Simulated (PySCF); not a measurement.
C7H15P

Input

```
{"job": {"kind": "nmr", "xc": "PBE0", "basis": "pcSseg-1"}, "charge": 0, "multiplicity": 1}
C     -2.259766    -0.626519     0.272628
C     -0.968577    -0.320340    -0.476288
C     -0.028933    -1.524269    -0.514184
C      1.281758    -1.037483    -1.119333
P      1.605345     0.672527    -0.438695
C      2.396448     0.190542     1.168222
C     -0.179061     0.828985     0.164392
C     -0.746081     2.203913    -0.167873
H     -2.784748    -1.453284    -0.201273
H     -2.045619    -0.902162     1.303629
H     -2.920200     0.237020     0.277765
H     -1.212668    -0.039264    -1.507291
H      0.132667    -1.885614     0.504032
H     -0.455178    -2.343163    -1.096402
H      1.189462    -0.951726    -2.205164
H      2.122537    -1.698730    -0.905870
H      2.381433     1.049246     1.837080
H      1.884281    -0.647214     1.637613
H      3.434324    -0.077260     0.977593
H     -0.178344     0.702075     1.253613
H     -1.766761     2.303227     0.198154
H     -0.746243     2.363547    -1.244392
H     -0.140831     2.982931     0.292124
```

Launched as:

```sh
OMP_NUM_THREADS=1 python probes_run.py task.json out
```

Geometry: GFN2-xTB.

Method: PySCF, PBE0/pcSseg-1, SCF density, gas phase, non-relativistic.

What can the converged electron density and electron localisation function tell about the bonding?

C–C (1.52 Å): the density is about 1.6 e/Å³ at the midpoint; the ELF peaks at about 0.95 between the atoms; a covalent bond.
C–H (1.09 Å): ρ at the midpoint is about 2 e/Å³; the ELF climbs to about 1 towards the hydrogen, as it does in any bond to H: an ordinary covalent bond to hydrogen.

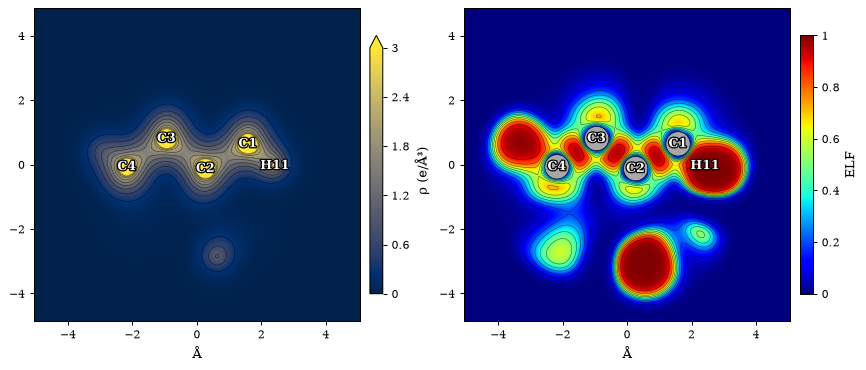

Computed electron density and electron localisation function on the plane of atoms C2, C1 and H11, in this order. Grey discs cover the atomic cores in the ELF map. 
